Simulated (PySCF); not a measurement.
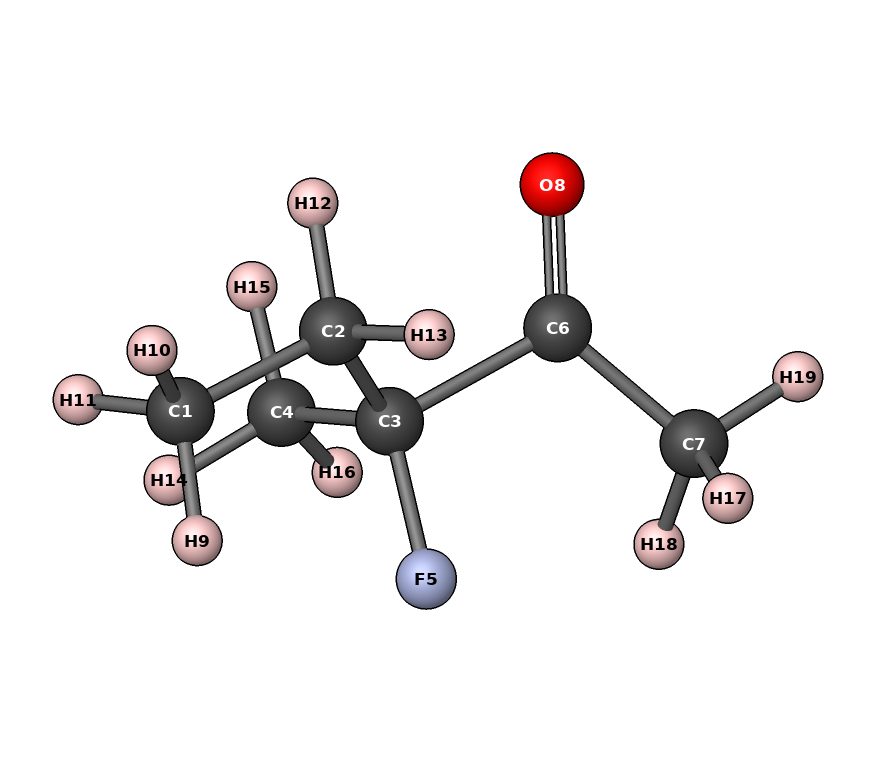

The questions are on Mulliken spin populations. Charge +1, doublet. The geometry was computed by an optimisation with GFN2-xTB. No frequency run is at hand to confirm it as a minimum. Properties computed with UKS B3LYP, pcH-1 on C F H O, non-relativistic (PySCF 2.14.0).

Give the Mulliken spin populations atom by atom.

```json
{"atom": "C1", "value (e)": "0.03"}
{"atom": "C2", "value (e)": "0.04"}
{"atom": "C3", "value (e)": "0.20"}
{"atom": "C4", "value (e)": "0.03"}
{"atom": "F5", "value (e)": "0.05"}
{"atom": "C6", "value (e)": "0.01"}
{"atom": "C7", "value (e)": "0.12"}
{"atom": "O8", "value (e)": "0.47"}
{"atom": "H9", "value (e)": "0.00"}
{"atom": "H10", "value (e)": "0.01"}
{"atom": "H11", "value (e)": "0.00"}
{"atom": "H12", "value (e)": "0.00"}
{"atom": "H13", "value (e)": "0.01"}
{"atom": "H14", "value (e)": "0.02"}
{"atom": "H15", "value (e)": "0.00"}
{"atom": "H16", "value (e)": "0.01"}
{"atom": "H17", "value (e)": "0.00"}
{"atom": "H18", "value (e)": "−0.01"}
{"atom": "H19", "value (e)": "0.01"}
```

Mulliken values depend strongly on the basis set.
